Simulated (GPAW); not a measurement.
# VGe2As4 monolayer: simulated STM images

Aim: Tersoff-Hamann images of VGe2As4 monolayer at several biases.

Calculated with GPAW 26.7.0; GPAW, PAW setups; layer in a repeated cell with vacuum, relaxation of atoms and in-plane cell, in the first sound run; inputs show where later runs differ.

### 1. Starting point

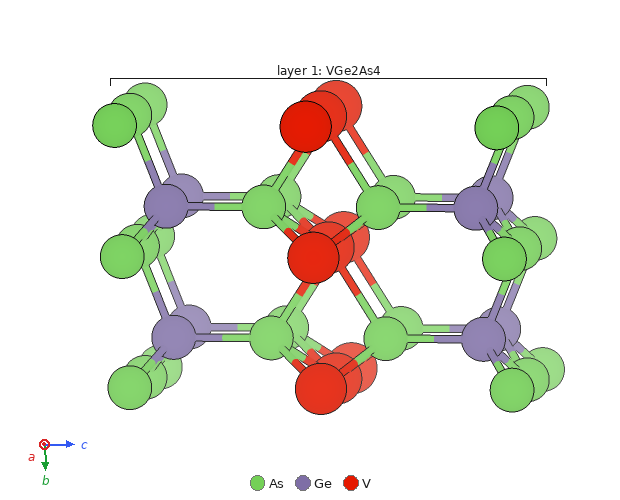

The cell as given, from the side, with the c axis across the page (arsenic green, germanium purple, vanadium red). 2×2×1 cells are drawn. Bonds to atoms that aren't drawn are left out. Some periodic images of atoms are drawn too.

The cell holds 7 atoms: 4 As, 2 Ge and 1 V. Cell: a = 3.730 Å, b = 3.730 Å, c = 27.086 Å, α = 90.0°, β = 90.0°, γ = 120.0°. Vacuum lies along c.

### 2. Relaxing the atoms

The atoms are relaxed first, since the surface dipole, and with it the work function, follows the positions of the outer layers.

The input, run.py:

```python
import json
import numpy as np
from ase import Atoms
from ase.filters import FrechetCellFilter
from ase.optimize import BFGS
from gpaw import GPAW, PW

slab = Atoms(
    ['As', 'Ge', 'As', 'V', 'As', 'Ge', 'As'],
    positions=[
        [0.00000, 0.00000, 9.00000],
        [-0.00000, 2.15352, 9.86300],
        [-0.00000, 2.15352, 12.18300],
        [0.00000, 0.00000, 13.54299],
        [-0.00000, 2.15352, 14.90298],
        [-0.00000, 2.15352, 17.22298],
        [0.00000, 0.00000, 18.08598]],
    cell=[[3.73, 0.0, 0.0], [-1.865, 3.23027, 0.0], [0.0, 0.0, 27.086]],
    pbc=[True, True, True],
    magmoms=[0.0, 0.0, 0.0, 1.0, 0.0, 0.0, 0.0])

slab.calc = GPAW(mode=PW(600), xc='PBE', kpts={'size': (9, 9, 1), 'gamma': True},
                 occupations={'name': 'fermi-dirac', 'width': 0.05}, nbands='200%',
                 convergence={'density': 1e-05}, maxiter=200,
                 symmetry={'tolerance': 1e-3}, txt='slab.txt')
result = {}
# The in-plane cell is free; stress needs a cell that repeats along all three vectors
path = []
opt = BFGS(FrechetCellFilter(slab, mask=[1, 1, 0, 0, 0, 1]), maxstep=0.2)
opt.attach(lambda: path.append((slab.get_potential_energy(), slab.positions.tolist(), slab.get_forces().tolist())))
result['relaxed'] = bool(opt.run(fmax=0.02, steps=45))
result['path'] = path
result['cell'] = slab.cell.tolist()
print('in-plane lattice', slab.cell.cellpar().round(4)[[0, 1, 5]])
energy = slab.get_potential_energy()
fermi = slab.calc.get_fermi_level()
v = slab.calc.get_electrostatic_potential().mean((0, 1)) - fermi
n = slab.calc.get_pseudo_density().mean((0, 1))
L = slab.cell[2, 2]
z = np.arange(len(v)) * L / len(v)
low, high = slab.positions[:, 2].min(), slab.positions[:, 2].max()
below, above = np.interp([low - 6.8, high + 6.8], z, v)
slopes = [np.interp(x, z, np.gradient(v, z)) for x in (low - 6.8, high + 6.8)]
eps = np.array([[slab.calc.get_eigenvalues(k, s) for k in range(len(slab.calc.get_ibz_k_points()))]
                for s in range(slab.calc.get_number_of_spins())]) - fermi
top, bottom = eps[eps < 0].max(), eps[eps > 0].min()
dipole = slab.get_dipole_moment()[2]
print(f'energy {energy:.4f} eV, Fermi level {fermi:.4f} eV, dipole {dipole:.5f} e A')
print(f'potential 6.8 A off the faces, from the Fermi level: lower {below:.4f} eV, upper {above:.4f} eV')
print(f'slope of the potential there: lower {slopes[0]:.5f}, upper {slopes[1]:.5f} eV/A')
print(f'nearest levels on the mesh: {top:.4f} and {bottom:.4f} eV')
print('magnetic moment', round(slab.get_magnetic_moment(), 3))
result.update(energy=energy, fermi=fermi, dipole=dipole, below=below, above=above, slopes=slopes, edges=[top, bottom],
              z=z.tolist(), v=v.tolist(), n=n.tolist(), positions=slab.positions.tolist(),
              forces=slab.get_forces(apply_constraint=False).tolist(), moments=slab.get_magnetic_moments().tolist())
json.dump(result, open('result.json', 'w'))
```

On the command line:

```console
$ OMP_NUM_THREADS=1 OPENBLAS_NUM_THREADS=1 python run.py
```

What it wrote:

```text
Step          Energy          fmax
BFGS:    0      -35.457137        3.028928
BFGS:    1      -35.773862        2.487925
BFGS:    2      -36.274587        1.324084
BFGS:    3      -36.318820        1.037952
BFGS:    4      -36.509855        0.743485
BFGS:    5      -36.588388        0.743351
BFGS:    6      -36.633528        0.527981
BFGS:    7      -36.649244        0.298832
BFGS:    8      -36.660151        0.275379
BFGS:    9      -36.665203        0.256271
BFGS:   10      -36.669176        0.219806
BFGS:   11      -36.676204        0.229316
BFGS:   12      -36.683141        0.157518
BFGS:   13      -36.686224        0.048917
BFGS:   14      -36.686726        0.006470
in-plane lattice [  3.7176   3.7176 120.    ]
energy -36.6828 eV, Fermi level 0.0675 eV, dipole 0.00113 e A
potential 6.8 A off the faces, from the Fermi level: lower 4.9833 eV, upper 4.9841 eV
slope of the potential there: lower -0.00036, upper -0.00014 eV/A
nearest levels on the mesh: -0.0203 and 0.0305 eV
magnetic moment 0.955
```

Wall time 1.6 h (1 thread of Arm Neoverse V1, shared host); peak memory 1.3 GiB.

This step gave:

```
dipole along the normal                    : 0.001129 e·Å
levels nearest the Fermi level on the mesh : -0.02029, 0.03053 eV from the Fermi level
site moments                               : 8.37e-4, 0.006547, -0.05118, 0.9059, -0.05118, 0.006547, 8.37e-4 μB
sum of the site moments                    : 0.8183 μB
```

The electrostatic potential energy of an electron (without an applied field's), less the Fermi level, planar mean oscillates, so the rows of the table below give means over windows of 1.78 Å about each position, cut where the curve ends. Its maxima inside the range that stand out by 2 % of the span (Å: eV): 9.1: -8.61, 10.9: 2.36, 12.8: -4.97, 14.2: -4.83, 16.2: 2.36, 17.9: -8.61. Its minima: 8.5: -13.5, 9.6: -13.0, 12.2: -12.1, 13.5: -10.4, 14.9: -12.1, 17.4: -13.0, 18.5: -13.5.

The electrostatic potential energy of an electron (without an applied field's), less the Fermi level, planar mean by z; means over each step:

```tsv
z (Å)	electrostatic potential energy of an electron (without an applied field's), less the Fermi level, planar mean (eV)
0.89	4.98
2.67	4.98
4.45	4.98
6.23	4.80
8.01	-4.74
9.79	-7.28
11.57	-3.95
13.35	-7.29
15.13	-5.78
16.91	-4.85
18.69	-7.43
20.47	4.45
22.25	4.98
24.03	4.98
25.81	4.98
```

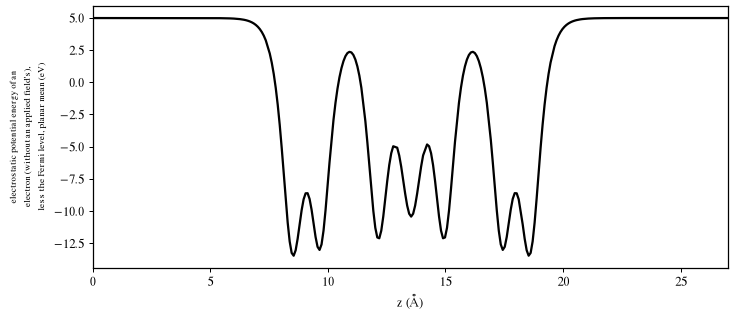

Electrostatic potential energy of an electron (without an applied field's), less the Fermi level, planar mean against z.

The pseudo valence density, planar mean oscillates, so the rows of the table below give means over windows of 2.5 Å about each position, cut where the curve ends. Its maxima inside the range that stand out by 2 % of the span (Å: e/Å³): 8.1: 0.244, 9.1: 0.411, 10.2: 0.219, 11.7: 0.239, 13.5: 1.28, 15.4: 0.239, 16.9: 0.219, 17.9: 0.411, 19.0: 0.244. Its minima: 8.5: 0.168, 9.6: 0.0656, 10.8: 0.111, 12.0: 0.172, 15.1: 0.172, 16.3: 0.111, 17.4: 0.0656, 18.6: 0.168.

Table of pseudo valence density, planar mean by z; means over each step:

```tsv
z (Å)	pseudo valence density, planar mean (e/Å³)
2.5	0
5.0	4.9e-4
7.5	0.115
10.0	0.201
12.5	0.463
15.0	0.294
17.5	0.216
20.0	0.0800
22.5	1.6e-4
25.0	0
```

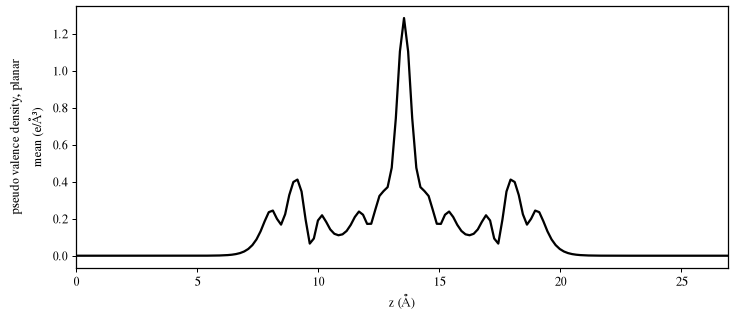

Pseudo valence density, planar mean, plotted against z.

Site moment by atom:

```tsv
atom	site moment (μB)
As1	0.001
Ge2	0.007
As3	-0.051
V4	0.906
As5	-0.051
Ge6	0.007
As7	0.001
```

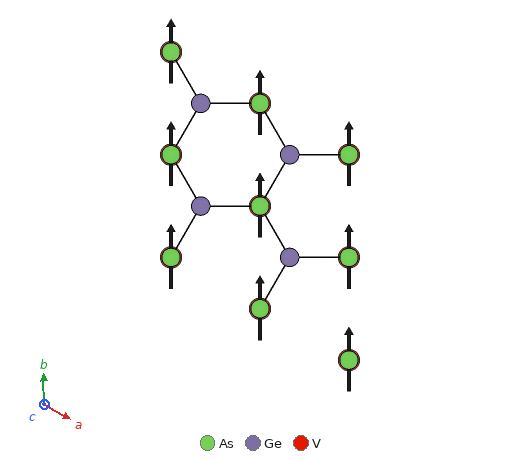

Site moment as arrows, the longest 0.906 μB. Up and down stand for the sign. Arrows give size and sign along the axis of quantisation, drawn up and down the page. Bonds to atoms that aren't drawn are left out. 2×2×1 cells are drawn. Some periodic images of atoms are drawn too.

The relaxation lowered the energy of the cell by 1.23 eV (energies extrapolated to zero smearing; the optimiser's log prints free energies). The largest force left on a free atom is 0.0053 eV/Å.

### 3. The slab's potential

With the geometry fixed, the planar mean of the potential gives the vacuum level on each side.

This step: GPAW, PAW setups; slab in vacuum (GPAW 26.7.0).

The cell differs from the one that the last finished run ended in (c 27.086 → 28.096 Å).

The input, run.py:

```python
import json
import numpy as np
from ase import Atoms
from ase.dft.stm import STM
from gpaw import GPAW, PW

slab = Atoms(
    ['As', 'Ge', 'As', 'V', 'As', 'Ge', 'As'],
    positions=[
        [-0.00000, 0.00000, 9.00000],
        [-0.00000, 2.14635, 10.17610],
        [-0.00000, 2.14635, 12.64435],
        [0.00000, -0.00000, 14.04805],
        [-0.00000, 2.14635, 15.45175],
        [-0.00000, 2.14635, 17.91999],
        [0.00000, -0.00000, 19.09609]],
    cell=[[3.71759, -0.0, 0.0], [-1.85879, 3.21952, 0.0], [0.0, 0.0, 28.0961]],
    pbc=[True, True, False],
    magmoms=[0.0, 0.0, 0.0, 1.0, 0.0, 0.0, 0.0])

slab.calc = GPAW(mode=PW(400), xc='PBE', kpts={'size': (9, 9, 1), 'gamma': True},
                 occupations={'name': 'fermi-dirac', 'width': 0.05}, nbands='200%',
                 convergence={'density': 1e-05}, maxiter=200,
                 poissonsolver={'dipolelayer': 'xy'},
                 symmetry={'tolerance': 1e-3}, txt='slab.txt')
result = {}
energy = slab.get_potential_energy()
fermi = slab.calc.get_fermi_level()
v = slab.calc.get_electrostatic_potential().mean((0, 1)) - fermi
n = slab.calc.get_pseudo_density().mean((0, 1))
L = slab.cell[2, 2]
z = np.arange(len(v)) * L / len(v)
low, high = slab.positions[:, 2].min(), slab.positions[:, 2].max()
below, above = np.interp([low - 6.8, high + 6.8], z, v)
slopes = [np.interp(x, z, np.gradient(v, z)) for x in (low - 6.8, high + 6.8)]
eps = np.array([[slab.calc.get_eigenvalues(k, s) for k in range(len(slab.calc.get_ibz_k_points()))]
                for s in range(slab.calc.get_number_of_spins())]) - fermi
top, bottom = eps[eps < 0].max(), eps[eps > 0].min()
dipole = slab.get_dipole_moment()[2]
print(f'energy {energy:.4f} eV, Fermi level {fermi:.4f} eV, dipole {dipole:.5f} e A')
print(f'potential 6.8 A off the faces, from the Fermi level: lower {below:.4f} eV, upper {above:.4f} eV')
print(f'slope of the potential there: lower {slopes[0]:.5f}, upper {slopes[1]:.5f} eV/A')
print(f'nearest levels on the mesh: {top:.4f} and {bottom:.4f} eV')
print('magnetic moment', round(slab.get_magnetic_moment(), 3))
result.update(energy=energy, fermi=fermi, dipole=dipole, below=below, above=above, slopes=slopes, edges=[top, bottom],
              z=z.tolist(), v=v.tolist(), n=n.tolist(), positions=slab.positions.tolist(),
              forces=slab.get_forces(apply_constraint=False).tolist(), moments=slab.get_magnetic_moments().tolist())

# Images need the states of the whole zone, up to time reversal
slab.calc = slab.calc.fixed_density(symmetry={'point_group': False}, txt='states.txt', nbands='290%',
                                    convergence={'bands': 'CBM+1.8'})
stm = STM(slab)
result['stm'] = []
for bias in [-2.0, -1.0, 1.5]:
    height = high + 3.5
    current = stm.get_averaged_current(bias, height)
    x, y, h = stm.scan(bias, current)
    i, f = divmod(height / L * stm.ldos.shape[2], 1)
    I = abs((1 - f) * stm.ldos[:, :, int(i)] + f * stm.ldos[:, :, int(i) + 1])
    print(f'bias {bias} V: mean current at 3.5 A {current:.4e}, corrugation {np.ptp(h):.4f} A')
    result['stm'].append(dict(bias=bias, current=current, h=(h - high).tolist(), I=I.tolist()))
json.dump(result, open('result.json', 'w'))
```

What it wrote:

```text
energy -36.6564 eV, Fermi level -0.1137 eV, dipole 0.00152 e A
potential 6.8 A off the faces, from the Fermi level: lower 4.9827 eV, upper 4.9846 eV
slope of the potential there: lower -0.00016, upper 0.00016 eV/A
nearest levels on the mesh: -0.0194 and 0.0298 eV
magnetic moment 0.954
bias -2.0 V: mean current at 3.5 A 7.1272e-05, corrugation 0.3912 A
bias -1.0 V: mean current at 3.5 A 3.9519e-05, corrugation 0.2984 A
bias 1.5 V: mean current at 3.5 A 3.4349e-05, corrugation 0.2369 A
```

Elapsed: 12 min, on 1 thread; peak memory 0.98 GiB.

Numbers from this step:

```yaml
dipole_along_the_normal: 0.001521 e·Å
levels_nearest_the_fermi_level_on_the_mesh: -0.01940, 0.02976 eV from the Fermi level
upper_work_function: 4.985 eV
lower_work_function: 4.983 eV
site_moments: 8.38e-4, 0.006543, -0.05108, 0.9042, -0.05108, 0.006543, 8.38e-4 μB
corrugation_minus_2: 0.3912 Å
corrugation_minus_1: 0.2984 Å
corrugation_1p5: 0.2369 Å
sum_of_the_site_moments: 0.8168 μB
```

The electrostatic potential energy of an electron (without an applied field's), less the Fermi level, planar mean oscillates, so the rows of the table below give means over windows of 1.87 Å about each position, cut where the curve ends. Its maxima inside the range that stand out by 2 % of the span (Å: eV): 9.6: -8.59, 11.4: 2.36, 13.3: -4.87, 14.8: -4.87, 16.6: 2.36, 18.5: -8.59. Its minima: 9.1: -13.5, 10.1: -12.9, 12.7: -12.1, 14.0: -10.4, 15.4: -12.1, 18.0: -12.9, 19.0: -13.5.

Electrostatic potential energy of an electron (without an applied field's), less the Fermi level, planar mean against z; means over each step:

```tsv
z (Å)	electrostatic potential energy of an electron (without an applied field's), less the Fermi level, planar mean (eV)
0.94	4.98
2.81	4.98
4.68	4.98
6.54	4.87
8.42	-3.88
10.29	-7.19
12.16	-4.31
14.03	-7.03
15.90	-4.52
17.77	-6.89
19.64	-4.23
21.50	4.85
23.38	4.98
25.25	4.98
27.11	4.98
```

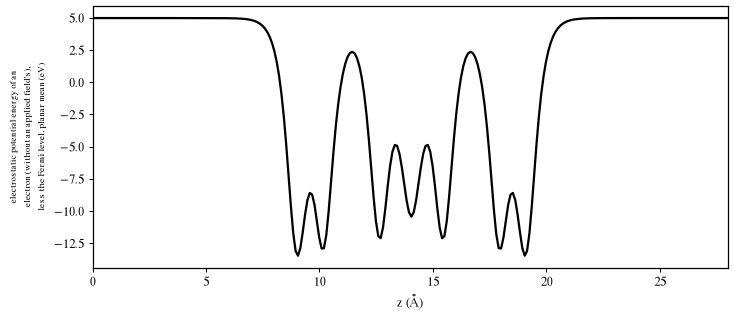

Electrostatic potential energy of an electron (without an applied field's), less the Fermi level, planar mean against z.

The pseudo valence density, planar mean oscillates, so the rows of the table below give means over windows of 1.04 Å about each position, cut where the curve ends. Its maxima inside the range that stand out by 2 % of the span (Å: e/Å³): 8.5: 0.246, 9.6: 0.413, 10.6: 0.220, 12.3: 0.236, 14.2: 1.21, 15.8: 0.236, 17.5: 0.220, 18.5: 0.413, 19.6: 0.246. Its minima: 8.9: 0.168, 10.2: 0.0571, 11.4: 0.112, 12.7: 0.173, 15.4: 0.173, 16.6: 0.112, 17.9: 0.0571, 19.1: 0.168.

Pseudo valence density, planar mean against z; means over each step:

```tsv
z (Å)	pseudo valence density, planar mean (e/Å³)
4.68	1.5e-5
5.72	2.6e-4
6.76	0.00483
7.80	0.0766
8.84	0.228
9.88	0.257
10.92	0.157
11.96	0.181
13.00	0.292
14.04	0.895
15.08	0.297
16.12	0.182
17.16	0.156
18.20	0.253
19.24	0.231
20.28	0.0795
21.32	0.00510
22.36	2.8e-4
23.40	1.6e-5
```

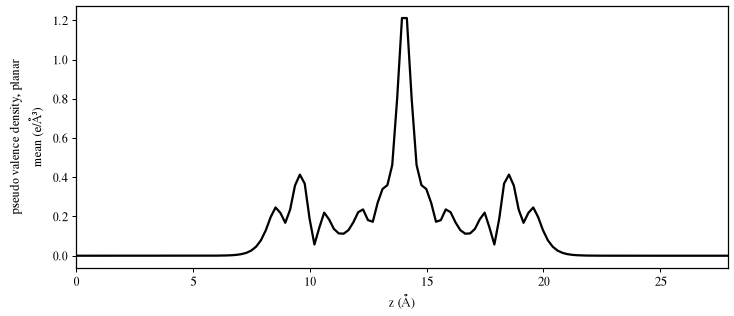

Pseudo valence density, planar mean against z.

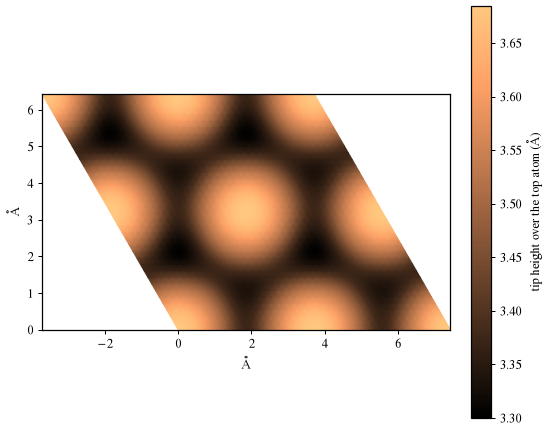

Tip height over the top atom over a1 and a2. Sample bias -2 V, constant current at the mean current 3.5 Å over the top atom. The cell is repeated, with its origin at the lower left corner.

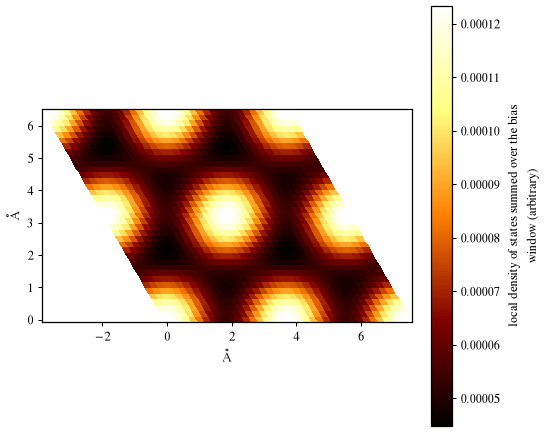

Local density of states summed over the bias window over a1 and a2. Sample bias -2 V, constant height 3.5 Å over the top atom. The cell is repeated, with its origin at the lower left corner.

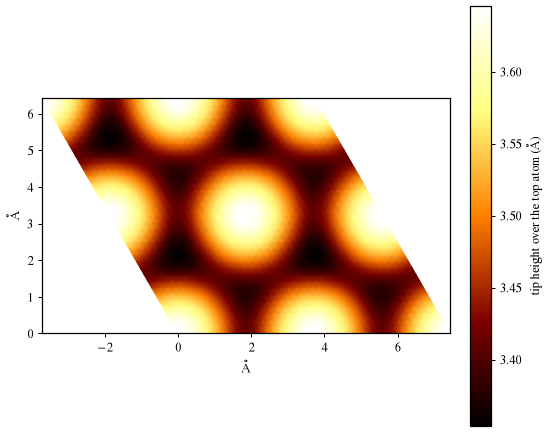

Tip height over the top atom over a1 and a2. Sample bias -1 V, constant current at the mean current 3.5 Å over the top atom. The cell is repeated, with its origin at the lower left corner.

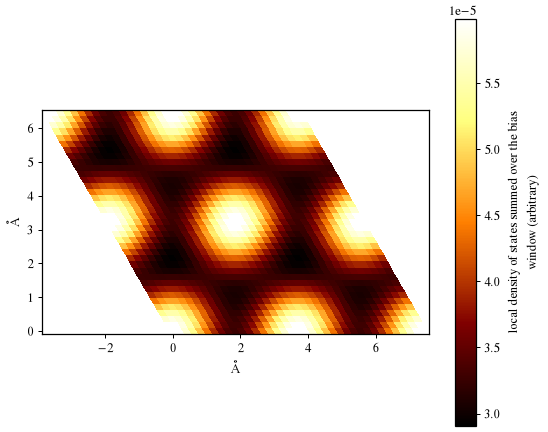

Local density of states summed over the bias window over a1 and a2. Sample bias -1 V, constant height 3.5 Å over the top atom. The cell is repeated, with its origin at the lower left corner.

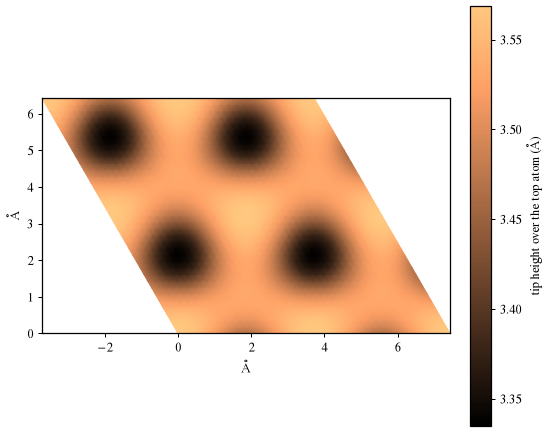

Tip height over the top atom over a1 and a2. Sample bias 1.5 V, constant current at the mean current 3.5 Å over the top atom. The cell is repeated, with its origin at the lower left corner.

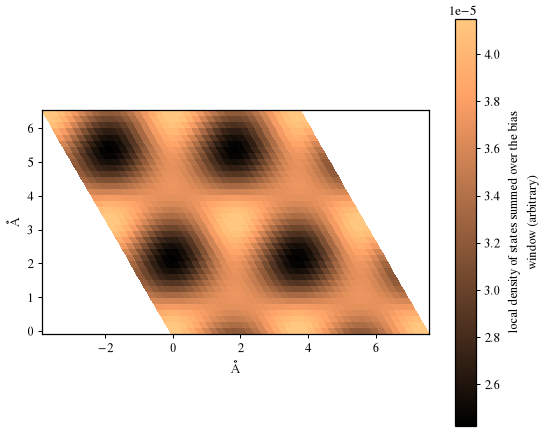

Local density of states summed over the bias window over a1 and a2. Sample bias 1.5 V, constant height 3.5 Å over the top atom. The cell is repeated, with its origin at the lower left corner.

The potential is flat to 1.6e-4 eV/Å where it is read, so the vacuum is wide enough.

### 4. Summary of results

```yaml
work_function_both_faces: 4.98 eV
dipole_along_the_normal: 0.0015 e Å, near the numerical noise
corrugation_at_minus_2_v: 0.391 Å
corrugation_at_minus_1_v: 0.298 Å
corrugation_at_1p5_v: 0.237 Å
```

In words: The corrugation at constant current is largest at -2 V, where the tip height varies by 0.39 Å over the cell. Negative sample bias images filled states, positive bias empty ones. The images are of Tersoff-Hamann type: an s-wave tip, no tip-sample forces, heights closer than in a microscope. The small printed dipole stands for a step of -23 meV from the lower to the upper face, and the probes find 2.0 meV; values this small are near the numerical noise of both. One magnetic start was tried; another order may lie lower. The layer's cell and atoms come from the relaxation; spin-orbit coupling and temperature are left out.

[Logs are printed without paths, hosts, clocks, repeated set-up lines and the standing remarks that a program may print on its own settings, such as how far it seeks lower states.]

[Hosts, paths, dates, database ids (printed as entryN), source tags and the programs' standing remarks are cut or masked in the printed files.]
